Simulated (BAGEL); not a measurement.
**CH5FOSi (SMILES CO[SiH2]F), step by step**

Wanted: the energy (HF/cc-pVDZ), then the energy (NEVPT2(2,2)/cc-pVDZ), then the energy (CASPT2(2,2)/cc-pVDZ) of CH5FOSi. 

The calculation is run with BAGEL 1.2.2.

1 further run of the same task is left out (set aside as unsound or not needed).

**1. The system as given**

CH5FOSi: 9 atoms, total charge 0, spin state singlet. As SMILES, `CO[SiH2]F`. The O2–Si3 distance was set to 3.732 Å, away from the relaxed value. At this shape a bond of the SMILES string is far longer than usual.

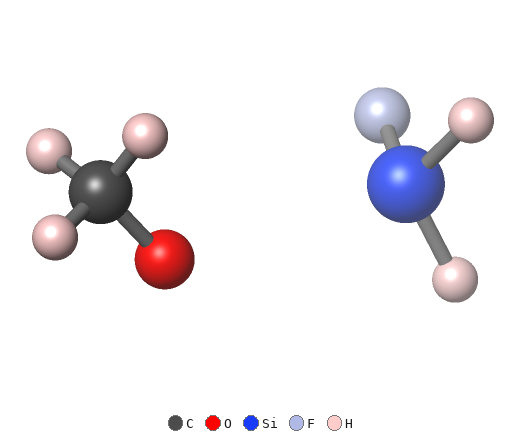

Viewed from a chosen angle; carbon dark grey, oxygen red, silicon blue, fluorine light blue, hydrogen pink.

**2. The energy at HF/cc-pVDZ (density fitting with svp-jkfit) (run 1)**

Contents of job.json:

```json
{ "bagel" : [

{
  "title" : "molecule",
  "basis" : "cc-pvdz.json",
  "df_basis" : "svp-jkfit",
  "angstrom" : true,
  "geometry" : [
    { "atom" : "C", "xyz" : [      -1.466477,       2.533282,      -1.751695 ] },
    { "atom" : "O", "xyz" : [      -1.929877,       1.318382,      -1.201295 ] },
    { "atom" : "Si", "xyz" : [       0.168900,      -1.127700,       0.679900 ] },
    { "atom" : "F", "xyz" : [       1.202000,      -1.865200,      -0.290100 ] },
    { "atom" : "H", "xyz" : [      -0.996677,       2.361582,      -2.724095 ] },
    { "atom" : "H", "xyz" : [      -2.322177,       3.196182,      -1.886295 ] },
    { "atom" : "H", "xyz" : [      -0.742877,       3.026082,      -1.092295 ] },
    { "atom" : "H", "xyz" : [      -0.748200,      -2.141700,       1.231900 ] },
    { "atom" : "H", "xyz" : [       0.992400,      -0.434200,       1.700300 ] }
  ]
},

{
  "title" : "hf"
},

{
  "title" : "print",
  "file" : "orbitals.molden",
  "orbitals" : true
}

]}
```

The basis set cc-pVDZ is read from a file made from the Basis Set Exchange's data (not shown).

Launch:

```bash
$ BAGEL_NUM_THREADS=1 BAGEL job.json > job.out
```

The log of the run:

```text
* using 1 threads per process

  ===============================================================
  ===============================================================

  *** Geometry ***

  { "atom" : "C", "xyz" : [     -2.771240,      4.787209,     -3.310224 ] },
  { "atom" : "O", "xyz" : [     -3.646939,      2.491381,     -2.270119 ] },
  { "atom" : "Si", "xyz" : [      0.319175,     -2.131044,      1.284825 ] },
  { "atom" : "F", "xyz" : [      2.271451,     -3.524717,     -0.548210 ] },
  { "atom" : "H", "xyz" : [     -1.883447,      4.462743,     -5.147793 ] },
  { "atom" : "H", "xyz" : [     -4.388279,      6.039909,     -3.564581 ] },
  { "atom" : "H", "xyz" : [     -1.403834,      5.718466,     -2.064138 ] },
  { "atom" : "H", "xyz" : [     -1.413893,     -4.047226,      2.327954 ] },
  { "atom" : "H", "xyz" : [      1.875364,     -0.820519,      3.213101 ] },

  Number of auxiliary basis functions:      447

  Since a DF basis is specified, we compute 2- and 3-index integrals:
    o Being stored without compression. Storage requirement is 0.026 GB

  Number of basis functions:       85
  Number of electrons      :       42

    * METHOD: MOLECULE                             0.37

  *** RHF ***

  === Nuclear Repulsion ===
   139.2197522499

      * DIIS with orbital gradients will be used.

  === RHF iteration (cc-pvdz.json) ===
      0       -503.41747990          0.01860836           0.08
      1       -499.89626694          0.05744829           0.09
      2       -503.72626071          0.00755603           0.07
      3       -503.79007217          0.00292318           0.07
      4       -503.80772245          0.00153598           0.07
      5       -503.81047668          0.00211304           0.07
      6       -503.81239110          0.00149678           0.09
      7       -503.81437299          0.00033722           0.07
      8       -503.81451767          0.00004987           0.07
      9       -503.81452189          0.00001575           0.07
     10       -503.81452228          0.00000594           0.08
     11       -503.81452234          0.00000273           0.08
     12       -503.81452235          0.00000151           0.07
     13       -503.81452236          0.00000100           0.07
     14       -503.81452237          0.00000090           0.07
     15       -503.81452237          0.00000068           0.09
     16       -503.81452237          0.00000054           0.07
     17       -503.81452238          0.00000044           0.07
     18       -503.81452238          0.00000028           0.07
     19       -503.81452238          0.00000012           0.08
     20       -503.81452238          0.00000009           0.09
     21       -503.81452238          0.00000005           0.07
     22       -503.81452238          0.00000002           0.07
     23       -503.81452238          0.00000001           0.07
     24       -503.81452238          0.00000001           0.08
    * SCF iteration converged.

    * Permanent dipole moment:
           (   -0.991852,     0.804484,    -1.411420) a.u.

    * METHOD: HF                                   2.17

    * METHOD: PRINT                                0.02

  ===============================================================
```

Run time: 2.8 s. Hardware: 1 thread of Intel Xeon Platinum 8259CL at 2.50GHz (Skylake/Cascade Lake), shared host; peak memory 0.15 GiB.

**3. A single-point energy at NEVPT2(2,2)/cc-pVDZ (density fitting with svp-jkfit) (run 2)**

Contents of input.json:

```json
{ "bagel" : [

{
  "title" : "molecule",
  "basis" : "cc-pvdz.json",
  "df_basis" : "svp-jkfit",
  "angstrom" : "true",
  "geometry" : [
    { "atom" : "C", "xyz" : [      -1.466477,       2.533282,      -1.751695 ] },
    { "atom" : "O", "xyz" : [      -1.929877,       1.318382,      -1.201295 ] },
    { "atom" : "Si", "xyz" : [       0.168900,      -1.127700,       0.679900 ] },
    { "atom" : "F", "xyz" : [       1.202000,      -1.865200,      -0.290100 ] },
    { "atom" : "H", "xyz" : [      -0.996677,       2.361582,      -2.724095 ] },
    { "atom" : "H", "xyz" : [      -2.322177,       3.196182,      -1.886295 ] },
    { "atom" : "H", "xyz" : [      -0.742877,       3.026082,      -1.092295 ] },
    { "atom" : "H", "xyz" : [      -0.748200,      -2.141700,       1.231900 ] },
    { "atom" : "H", "xyz" : [       0.992400,      -0.434200,       1.700300 ] }
  ]
},

{
  "title" : "hf",
  "charge" : 0
},

{
  "title" : "nevpt2",
  "nstate" : 1,
  "nact" : 2,
  "nclosed" : 20,
  "charge" : 0,
  "active" : [21, 22],
  "maxiter" : 200,
  "natocc" : "true",
  "ncore" : 8
},

{
  "title" : "print",
  "file" : "orbitals.molden",
  "orbitals" : "true"
}

]}
```

The basis set cc-pVDZ is read from a file made from the Basis Set Exchange's data (not shown).

Launch:

```bash
$ BAGEL_NUM_THREADS=1 BAGEL input.json > input.out
```

The log of the run:

```text
* using 1 threads per process

  ===============================================================
  ===============================================================

  *** Geometry ***

  { "atom" : "C", "xyz" : [     -2.771240,      4.787209,     -3.310224 ] },
  { "atom" : "O", "xyz" : [     -3.646939,      2.491381,     -2.270119 ] },
  { "atom" : "Si", "xyz" : [      0.319175,     -2.131044,      1.284825 ] },
  { "atom" : "F", "xyz" : [      2.271451,     -3.524717,     -0.548210 ] },
  { "atom" : "H", "xyz" : [     -1.883447,      4.462743,     -5.147793 ] },
  { "atom" : "H", "xyz" : [     -4.388279,      6.039909,     -3.564581 ] },
  { "atom" : "H", "xyz" : [     -1.403834,      5.718466,     -2.064138 ] },
  { "atom" : "H", "xyz" : [     -1.413893,     -4.047226,      2.327954 ] },
  { "atom" : "H", "xyz" : [      1.875364,     -0.820519,      3.213101 ] },

  Number of auxiliary basis functions:      447

  Since a DF basis is specified, we compute 2- and 3-index integrals:
    o Being stored without compression. Storage requirement is 0.026 GB

  Number of basis functions:       85
  Number of electrons      :       42

    * METHOD: MOLECULE                             0.38

  *** RHF ***

  === Nuclear Repulsion ===
   139.2197522499

      * DIIS with orbital gradients will be used.

  === RHF iteration (cc-pvdz.json) ===
      0       -503.41747990          0.01860836           0.10
      1       -499.89626694          0.05744829           0.10
      2       -503.72626071          0.00755603           0.10
      3       -503.79007217          0.00292318           0.10
      4       -503.80772245          0.00153598           0.10
      5       -503.81047668          0.00211304           0.10
      6       -503.81239110          0.00149678           0.10
      7       -503.81437299          0.00033722           0.10
      8       -503.81451767          0.00004987           0.10
      9       -503.81452189          0.00001575           0.10
     10       -503.81452228          0.00000594           0.10
     11       -503.81452234          0.00000273           0.09
     12       -503.81452235          0.00000151           0.10
     13       -503.81452236          0.00000100           0.09
     14       -503.81452237          0.00000090           0.09
     15       -503.81452237          0.00000068           0.09
     16       -503.81452237          0.00000054           0.09
     17       -503.81452238          0.00000044           0.10
     18       -503.81452238          0.00000028           0.10
     19       -503.81452238          0.00000012           0.10
     20       -503.81452238          0.00000009           0.09
     21       -503.81452238          0.00000005           0.09
     22       -503.81452238          0.00000002           0.09
     23       -503.81452238          0.00000001           0.09
     24       -503.81452238          0.00000001           0.09
    * SCF iteration converged.

    * Permanent dipole moment:
           (   -0.991852,     0.804484,    -1.411420) a.u.

    * METHOD: HF                                   2.70

    * freezing 8 orbitals
  ---------------------------
      CASSCF calculation
  ---------------------------

    ==== Active orbitals : =====
         Orbital 21
         Orbital 22
    ============================

    * nstate   :      1
    * nclosed  :     20
    * nact     :      2
    * nvirt    :     63
  === CASSCF iteration (cc-pvdz.json) ===

    * Using the second-order algorithm

      0  0      -503.92405958     1.22e-02      0.03

      1  0      -503.96207894     1.98e-03      0.70

      2  0      -503.96332943     2.11e-04      0.75

      3  0      -503.96335251     5.71e-05      0.54

      4  0      -503.96335382     1.51e-05      0.55

      5  0      -503.96335392     4.05e-06      0.56

      6  0      -503.96335392     1.09e-06      0.58

      7  0      -503.96335392     2.93e-07      0.59

      8  0      -503.96335392     7.89e-08      0.56

      9  0      -503.96335392     2.12e-08      0.55

     10  0      -503.96335392     5.72e-09      0.52

    * Second-order optimization converged. *

     guess   0:   closed 1.                   open ..

  === FCI iteration ===

      0  0      -503.78059249     1.11e-01      0.00
      1  0      -503.95429860     2.95e-02      0.00
      2  0 *    -503.96335392     1.06e-15      0.00

     * ci vector, state   0, <S^2> = 0.0000
       2.     0.7642907075
       .2    -0.6448718590

  === DF-NEVPT2 calculation ===

    * 3-index integral transformation done
    * assembly done

      NEVPT2 correlation energy:   -0.5639464702      0.24

          (+0)     -0.4782828361
          (+0)'    -0.0120842286
          (+1)     -0.0207681218
          (+1)'    -0.0000000000
          (+2)     -0.0000492128
          (-1)     -0.0526747253
          (-1)'     0.0000000000
          (-2)     -0.0000873456

      NEVPT2 total energy:       -504.5273003932

    * METHOD: NEVPT2                               6.54

    * METHOD: PRINT                                0.02

  ===============================================================
```

Run time: 10 s. Hardware: 1 thread of Intel Xeon Platinum 8259CL at 2.50GHz (Skylake/Cascade Lake), shared host; peak memory 0.15 GiB.

**4. The energy at CASPT2(2,2)/cc-pVDZ (density fitting with svp-jkfit) (run 3)**

Contents of input.json:

```json
{ "bagel": [

{
  "title": "molecule",
  "basis": "cc-pvdz.json",
  "df_basis": "svp-jkfit",
  "angstrom": true,
  "geometry": [
    { "atom": "C", "xyz": [   -1.466477,    2.533282,   -1.751695 ] },
    { "atom": "O", "xyz": [   -1.929877,    1.318382,   -1.201295 ] },
    { "atom": "Si", "xyz": [    0.168900,   -1.127700,    0.679900 ] },
    { "atom": "F", "xyz": [    1.202000,   -1.865200,   -0.290100 ] },
    { "atom": "H", "xyz": [   -0.996677,    2.361582,   -2.724095 ] },
    { "atom": "H", "xyz": [   -2.322177,    3.196182,   -1.886295 ] },
    { "atom": "H", "xyz": [   -0.742877,    3.026082,   -1.092295 ] },
    { "atom": "H", "xyz": [   -0.748200,   -2.141700,    1.231900 ] },
    { "atom": "H", "xyz": [    0.992400,   -0.434200,    1.700300 ] }
  ]
},
{
  "title": "hf"
},
{
  "title": "casscf",
  "nstate": 1,
  "nact": 2,
  "nclosed": 20,
  "active": [21, 22],
  "maxiter": 200,
  "natocc": true
},
{
  "title": "print",
  "file": "orbitals.molden",
  "orbitals": true
},
{
  "title": "smith",
  "method": "caspt2",
  "ms": true,
  "xms": true,
  "sssr": true,
  "shift": 0.2,
  "shift_imag": true,
  "ncore": 8
}

]}
```

The basis set cc-pVDZ is read from a file made from the Basis Set Exchange's data (not shown).

Launch:

```bash
$ BAGEL_NUM_THREADS=1 BAGEL input.json > input.out
```

The log of the run:

```text
* using 1 threads per process

  ===============================================================
  ===============================================================

  *** Geometry ***

  { "atom" : "C", "xyz" : [     -2.771240,      4.787209,     -3.310224 ] },
  { "atom" : "O", "xyz" : [     -3.646939,      2.491381,     -2.270119 ] },
  { "atom" : "Si", "xyz" : [      0.319175,     -2.131044,      1.284825 ] },
  { "atom" : "F", "xyz" : [      2.271451,     -3.524717,     -0.548210 ] },
  { "atom" : "H", "xyz" : [     -1.883447,      4.462743,     -5.147793 ] },
  { "atom" : "H", "xyz" : [     -4.388279,      6.039909,     -3.564581 ] },
  { "atom" : "H", "xyz" : [     -1.403834,      5.718466,     -2.064138 ] },
  { "atom" : "H", "xyz" : [     -1.413893,     -4.047226,      2.327954 ] },
  { "atom" : "H", "xyz" : [      1.875364,     -0.820519,      3.213101 ] },

  Number of auxiliary basis functions:      447

  Since a DF basis is specified, we compute 2- and 3-index integrals:
    o Being stored without compression. Storage requirement is 0.026 GB

  Number of basis functions:       85
  Number of electrons      :       42

    * METHOD: MOLECULE                             0.39

  *** RHF ***

  === Nuclear Repulsion ===
   139.2197522499

      * DIIS with orbital gradients will be used.

  === RHF iteration (cc-pvdz.json) ===
      0       -503.41747990          0.01860836           0.11
      1       -499.89626694          0.05744829           0.10
      2       -503.72626071          0.00755603           0.10
      3       -503.79007217          0.00292318           0.10
      4       -503.80772245          0.00153598           0.09
      5       -503.81047668          0.00211304           0.09
      6       -503.81239110          0.00149678           0.09
      7       -503.81437299          0.00033722           0.10
      8       -503.81451767          0.00004987           0.09
      9       -503.81452189          0.00001575           0.10
     10       -503.81452228          0.00000594           0.10
     11       -503.81452234          0.00000273           0.10
     12       -503.81452235          0.00000151           0.10
     13       -503.81452236          0.00000100           0.10
     14       -503.81452237          0.00000090           0.10
     15       -503.81452237          0.00000068           0.10
     16       -503.81452237          0.00000054           0.10
     17       -503.81452238          0.00000044           0.10
     18       -503.81452238          0.00000028           0.09
     19       -503.81452238          0.00000012           0.09
     20       -503.81452238          0.00000009           0.09
     21       -503.81452238          0.00000005           0.09
     22       -503.81452238          0.00000002           0.10
     23       -503.81452238          0.00000001           0.09
     24       -503.81452238          0.00000001           0.09
    * SCF iteration converged.

    * Permanent dipole moment:
           (   -0.991852,     0.804484,    -1.411420) a.u.

    * METHOD: HF                                   2.70

  ---------------------------
      CASSCF calculation
  ---------------------------

    ==== Active orbitals : =====
         Orbital 21
         Orbital 22
    ============================

    * nstate   :      1
    * nclosed  :     20
    * nact     :      2
    * nvirt    :     63
  === CASSCF iteration (cc-pvdz.json) ===

    * Using the second-order algorithm

      0  0      -503.92405958     1.22e-02      0.03

      1  0      -503.96207894     1.98e-03      0.72

      2  0      -503.96332943     2.11e-04      0.72

      3  0      -503.96335251     5.71e-05      0.68

      4  0      -503.96335382     1.51e-05      0.72

      5  0      -503.96335392     4.05e-06      0.61

      6  0      -503.96335392     1.09e-06      0.55

      7  0      -503.96335392     2.93e-07      0.57

      8  0      -503.96335392     7.89e-08      0.55

      9  0      -503.96335392     2.12e-08      0.55

     10  0      -503.96335392     5.72e-09      0.49

    * Second-order optimization converged. *

     guess   0:   closed 1.                   open ..

  === FCI iteration ===

      0  0      -503.78059249     1.11e-01      0.00
      1  0      -503.95429860     2.95e-02      0.00
      2  0 *    -503.96335392     1.06e-15      0.00

     * ci vector, state   0, <S^2> = 0.0000
       2.     0.7642907075
       .2    -0.6448718590

    * METHOD: CASSCF                               6.39

    * METHOD: PRINT                                0.02

  === SMITH program ===

    * freezing 8 orbitals

    * Approximate memory requirement for SMITH calulation per MPI process:
      o Storage requirement for T-amplitude, lambda, and residual is 0.02 GB
      o Storage requirement for MO integrals is 0.01 GB
    * Calculating and saving rdm4f

    * Zeroth order energy : state  0       -0.3533398957

    * CASPT2 iteration is performed using orthogonal basis

      -------------------------------------------  CASPT2 iteration  ---------------------------------------------------
       #      aibj      arbs      arbi      airj      risj      airs      arst      rist         Etot      error   time
      ------------------------------------------------------------------------------------------------------------------

       0  -0.47681  -0.00011  -0.05775  -0.02317  -0.00008  -0.01207  -0.00000  -0.00000   -0.5699923  0.0005356   0.17
       1  -0.47683  -0.00011  -0.05781  -0.02318  -0.00008  -0.01214  -0.00000  -0.00000   -0.5701567  0.0000628   0.15
       2  -0.47683  -0.00011  -0.05781  -0.02318  -0.00008  -0.01214  -0.00000  -0.00000   -0.5701592  0.0000087   0.15
       3  -0.47683  -0.00011  -0.05781  -0.02318  -0.00008  -0.01215  -0.00000  -0.00000   -0.5701593  0.0000011   0.16
       4  -0.47683  -0.00011  -0.05781  -0.02318  -0.00008  -0.01215   0.00000  -0.00000   -0.5701593  0.0000001   0.16

      ------------------------------------------------------------------------------------------------------------------

    * CASPT2 energy : state  0     -504.5358210742
        w/o shift correction       -504.5335131785
        reference weight              0.8609481068

    * METHOD: SMITH                                1.12

  ===============================================================
```

Run time: 11 s. Hardware: 1 thread of Intel Xeon Platinum 8259CL at 2.50GHz (Skylake/Cascade Lake), shared host; peak memory 0.2 GiB.

**5. Outcome**

| quantity | value |
| --- | --- |
| run 1, HF/cc-pVDZ: total energy | -503.81452 Eh |
| run 1, HF/cc-pVDZ: dipole moment | 4.84 D |
| run 1, HF/cc-pVDZ: HOMO energy | -7.44 eV |
| run 1, HF/cc-pVDZ: LUMO energy | -1.98 eV |
| run 1, HF/cc-pVDZ: HOMO–LUMO gap | 5.46 eV |
| run 2, NEVPT2(2,2)/cc-pVDZ: total energy | -504.52730 Eh |
| run 3, CASPT2(2,2)/cc-pVDZ: total energy | -504.53582 Eh |

**Reading.** One bond (run 1, HF/cc-pVDZ) is far stretched, which a spin-restricted single reference describes badly; a broken-symmetry solution may lie lower.
